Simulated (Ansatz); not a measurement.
# C2H4Si: interaction energy of a dimer with the counterpoise correction from a Python script

How strongly do two molecules of C2H4Si bind, and how much of that is basis error? The task is the interaction energy of a dimer with the counterpoise correction, for C2H4Si.

Program: Ansatz 0.2.0, driven from Python. Level of theory: PBE/cc-pVDZ. These are calculated values, not measurements.

## 1. Starting point

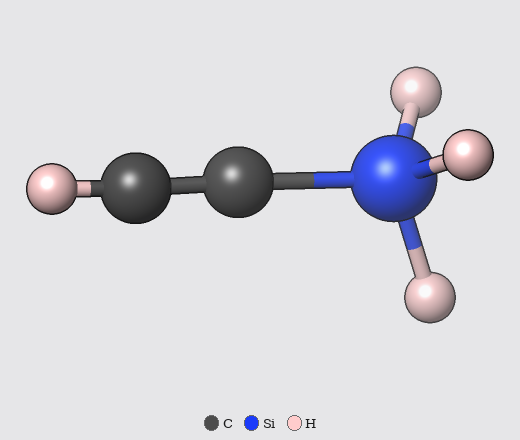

The structure that the script starts from, seen from a chosen angle (carbon dark grey, silicon blue, hydrogen pink).

The script holds or builds the structure itself.

## 2. The script

File run_dimer.py:

```python
"""Interaction energy of two C2H4Si molecules, with the counterpoise correction."""

from dataclasses import dataclass
import logging
import sys

import ansatz as az

logging.basicConfig(stream=sys.stdout, format="%(levelname)s %(message)s")
log = logging.getLogger("ansatz_job")
log.setLevel(logging.INFO)


@dataclass(frozen=True)
class Settings:
    basis: str = "cc-pVDZ"
    functional: str = "PBE"


cfg = Settings()

FIRST = [
    ("C", (-0.5924, -1.9301, 0.1909)),
    ("C", (-0.269, -0.752, 0.0724)),
    ("Si", (0.2866, 1.0208, -0.1055)),
    ("H", (-0.9001, -2.8826, 0.2695)),
    ("H", (-0.0858, 1.5741, -1.4224)),
    ("H", (-0.2659, 1.8784, 0.9806)),
    ("H", (1.8263, 1.0914, 0.0144)),
]
SECOND = [
    ("C", (5.8267, -2.0076, -0.0955)),
    ("C", (4.6491, -2.2523, 0.1493)),
    ("Si", (2.8464, -2.5589, 0.5223)),
    ("H", (6.7946, -1.8523, -0.3127)),
    ("H", (2.1704, -3.2385, -0.6003)),
    ("H", (2.6739, -3.3501, 1.7732)),
    ("H", (2.1317, -1.2073, 0.7511)),
]

def energy(atoms, ghosts=()):
    molecule = az.Crystal.molecule()
    for symbol, xyz in atoms:
        molecule = molecule.atom(symbol, xyz)
    calc = (
        molecule.calculation()
        .basis(gaussian=cfg.basis)  # the orbital basis, by name
        .functional(cfg.functional)
    )
    deck = calc.input()
    if ghosts:
        deck = deck.set(az.key.basis.gaussian.ghost_atoms, [{"symbol": s, "position_ang": list(xyz)} for s, xyz in ghosts])
    return az.Session.from_dict(deck).plan().execute().report["free_energy_ev"]


def main() -> None:
    # monomers in their own basis and in the basis of the dimer
    both = energy(FIRST + SECOND)
    alone = energy(FIRST) + energy(SECOND)
    ghosted = energy(FIRST, SECOND) + energy(SECOND, FIRST)
    log.info(f"dimer {both:.6f} eV")
    log.info(f"interaction, uncorrected   {23.060548 * (both - alone):8.3f} kcal/mol")
    log.info(f"interaction, counterpoise  {23.060548 * (both - ghosted):8.3f} kcal/mol")
    log.info(f"basis-set superposition    {23.060548 * (alone - ghosted):8.3f} kcal/mol")


if __name__ == "__main__":
    main()
```

## 3. The input behind the calls

The package turns the script's settings into the engine's input (first run):

```yaml
crystal:
  periodic: [false, false, false]
  atoms:
    - { symbol: C, position_ang: [-0.5924, -1.9301, 0.1909] }
    - { symbol: C, position_ang: [-0.269, -0.752, 0.0724] }
    - { symbol: Si, position_ang: [0.2866, 1.0208, -0.1055] }
    - { symbol: H, position_ang: [-0.9001, -2.8826, 0.2695] }
    - { symbol: H, position_ang: [-0.0858, 1.5741, -1.4224] }
    - { symbol: H, position_ang: [-0.2659, 1.8784, 0.9806] }
    - { symbol: H, position_ang: [1.8263, 1.0914, 0.0144] }
    - { symbol: C, position_ang: [5.8267, -2.0076, -0.0955] }
    - { symbol: C, position_ang: [4.6491, -2.2523, 0.1493] }
    - { symbol: Si, position_ang: [2.8464, -2.5589, 0.5223] }
    - { symbol: H, position_ang: [6.7946, -1.8523, -0.3127] }
    - { symbol: H, position_ang: [2.1704, -3.2385, -0.6003] }
    - { symbol: H, position_ang: [2.6739, -3.3501, 1.7732] }
    - { symbol: H, position_ang: [2.1317, -1.2073, 0.7511] }
basis:
  gaussian:
    orbitals: cc-pVDZ
hamiltonian:
  xc: pbe
```

## 4. Launch

Launch:

```bash
$ python run_dimer.py
```

The log of the run:

```text
INFO dimer -20014.623970 eV
INFO interaction, uncorrected      1.984 kcal/mol
INFO interaction, counterpoise     2.507 kcal/mol
INFO basis-set superposition       0.523 kcal/mol
```

It took 21 s on 1 thread of Arm Neoverse N1, shared host; peak memory 0.24 GiB.

## 5. What changed from run to run

The engine's inputs for some of the other runs:

Run 3, against run 1:

```diff
@@ -4,7 +3,0 @@
-    - { symbol: C, position_ang: [-0.5924, -1.9301, 0.1909] }
-    - { symbol: C, position_ang: [-0.269, -0.752, 0.0724] }
-    - { symbol: Si, position_ang: [0.2866, 1.0208, -0.1055] }
-    - { symbol: H, position_ang: [-0.9001, -2.8826, 0.2695] }
-    - { symbol: H, position_ang: [-0.0858, 1.5741, -1.4224] }
-    - { symbol: H, position_ang: [-0.2659, 1.8784, 0.9806] }
-    - { symbol: H, position_ang: [1.8263, 1.0914, 0.0144] }
```

Run 4, against run 1:

```diff
@@ -11,7 +10,0 @@
-    - { symbol: C, position_ang: [5.8267, -2.0076, -0.0955] }
-    - { symbol: C, position_ang: [4.6491, -2.2523, 0.1493] }
-    - { symbol: Si, position_ang: [2.8464, -2.5589, 0.5223] }
-    - { symbol: H, position_ang: [6.7946, -1.8523, -0.3127] }
-    - { symbol: H, position_ang: [2.1704, -3.2385, -0.6003] }
-    - { symbol: H, position_ang: [2.6739, -3.3501, 1.7732] }
-    - { symbol: H, position_ang: [2.1317, -1.2073, 0.7511] }
@@ -20,0 +14,8 @@
+    ghost_atoms:
+      - { symbol: C, position_ang: [5.8267, -2.0076, -0.0955] }
+      - { symbol: C, position_ang: [4.6491, -2.2523, 0.1493] }
+      - { symbol: Si, position_ang: [2.8464, -2.5589, 0.5223] }
+      - { symbol: H, position_ang: [6.7946, -1.8523, -0.3127] }
+      - { symbol: H, position_ang: [2.1704, -3.2385, -0.6003] }
+      - { symbol: H, position_ang: [2.6739, -3.3501, 1.7732] }
+      - { symbol: H, position_ang: [2.1317, -1.2073, 0.7511] }
```

Run 5, against run 1:

```diff
@@ -4,7 +3,0 @@
-    - { symbol: C, position_ang: [-0.5924, -1.9301, 0.1909] }
-    - { symbol: C, position_ang: [-0.269, -0.752, 0.0724] }
-    - { symbol: Si, position_ang: [0.2866, 1.0208, -0.1055] }
-    - { symbol: H, position_ang: [-0.9001, -2.8826, 0.2695] }
-    - { symbol: H, position_ang: [-0.0858, 1.5741, -1.4224] }
-    - { symbol: H, position_ang: [-0.2659, 1.8784, 0.9806] }
-    - { symbol: H, position_ang: [1.8263, 1.0914, 0.0144] }
@@ -20,0 +14,8 @@
+    ghost_atoms:
+      - { symbol: C, position_ang: [-0.5924, -1.9301, 0.1909] }
+      - { symbol: C, position_ang: [-0.269, -0.752, 0.0724] }
+      - { symbol: Si, position_ang: [0.2866, 1.0208, -0.1055] }
+      - { symbol: H, position_ang: [-0.9001, -2.8826, 0.2695] }
+      - { symbol: H, position_ang: [-0.0858, 1.5741, -1.4224] }
+      - { symbol: H, position_ang: [-0.2659, 1.8784, 0.9806] }
+      - { symbol: H, position_ang: [1.8263, 1.0914, 0.0144] }
```

## 6. The runs side by side

From the records of these 5 runs:

```csv
run,system,ghost atoms,energy (eV),SCF cycles,CPU time (s)
1,C4H8Si2,not set,-20014.6240,17,7.1
2,C2H4Si,not set,-10007.3550,14,1.5
3,C2H4Si,not set,-10007.3551,14,1.6
4,C2H4Si,a list of 7,-10007.3703,14,4.6
5,C2H4Si,a list of 7,-10007.3624,14,5.1
```

Totals carry meaning only in balanced differences at one level of theory.

## 7. Outcome

| quantity | value |
| --- | --- |
| interaction energy, uncorrected | 1.984 kcal/mol |
| interaction energy, counterpoise | 2.507 kcal/mol |
| runs compared | 5 |

**Reading.** The pair is unbound at this geometry and level. Uncorrected it is 1.984 kcal/mol, with the counterpoise correction 2.507 kcal/mol; the difference, 0.52 kcal/mol, is the superposition error. The pose is repulsive. The dimer is a generated trial pose of unrelaxed monomers, not a minimum, so the figure is no binding energy, and the basis set is small. This level lacks the dispersion part of the attraction (electrostatics and induction are there), which can decide the sign where the interaction is weak.
